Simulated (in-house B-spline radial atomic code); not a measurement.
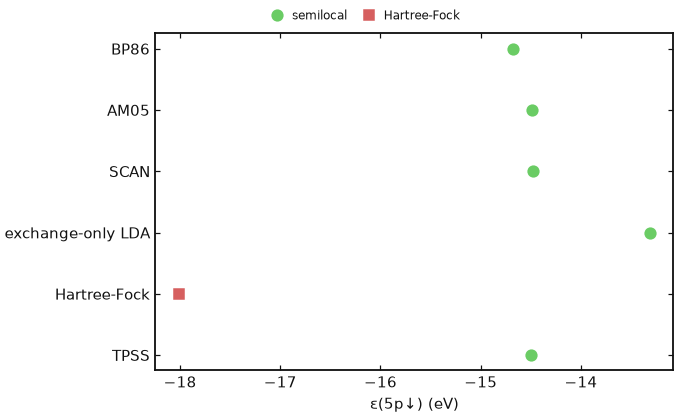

The I⁺ ion; electrons: [Kr] 4d10 5s2 5p4 (high spin). All runs are scalar-relativistic, spin-polarised and spherical, computed with an in-house B-spline radial code (spin-free X2C). Hartree-Fock is the average over the configuration. The plot shows the eigenvalue (eV) of the 5p down orbital by 6 methods.

Q: How much do the methods differ, and in which order?

A: The deepest is Hartree-Fock (−18.0) and the shallowest exchange-only LDA (−13.3), a spread of 4.70 eV. In order (eV): Hartree-Fock (−18.0), BP86 (−14.7), TPSS (−14.5), AM05 (−14.5), SCAN (−14.5), exchange-only LDA (−13.3). On the whole, exact exchange removes self-interaction and deepens occupied levels. The measured ionisation energy (NIST) is 19.1 eV, and minus the eigenvalue comes closest to it for Hartree-Fock.
